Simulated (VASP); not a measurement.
Band structure of Mg (hcp). Level of theory: PBE GGA with D3 dispersion (Becke-Johnson damping), VASP's PBE PAW potentials (set 64) (plane waves; VASP).

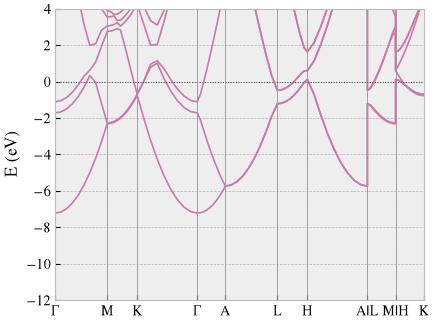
Figure. Bands along high-symmetry lines, zero at the valence-band maximum or, without a gap, the Fermi level

Q: Read the plot: is there a gap, and where are the band edges?

A: It has no gap at this level: it comes out as a metal or semimetal. (Edges off the drawn lines would not show.)

The compound is Mg in the hcp structure. It was relaxed first, which changed the volume by -7 %.
